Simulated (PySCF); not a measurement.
SMILES [Cl][Mo]([Cl])([Cl])([Cl])[Cl], doublet at its PBE0/def2-SVP optimised geometry (Å):

```
6

Mo    -0.5618     0.0261     0.0000
Cl    -1.6813     1.9422     0.0000
Cl    -0.5058    -0.0732     2.3001
Cl    -0.5060    -0.0759    -2.3001
Cl     1.6813     0.0261     0.0000
Cl    -1.6405    -1.9422     0.0009
```

Calculation: unrestricted PBE0/def2-TZVP, def2 effective core potentials past Kr in PySCF. The core electrons that the potentials of Mo replace are not part of the density.

Map of the LUMO amplitude (α orbitals alone; a β orbital can be the lowest empty one) (bohr^(-3/2)) on the plane z = 1.2 Å; orbital energy -5.40 eV, overall sign arbitrary:

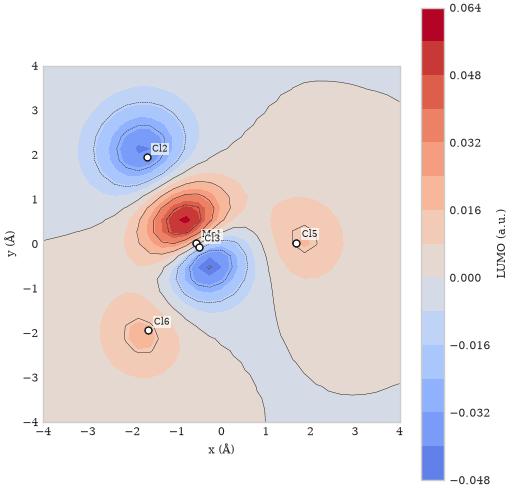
*LUMO amplitude (α orbitals alone; a β orbital can be the lowest empty one) (bohr^(-3/2)) on the plane z = 1.2 Å.*
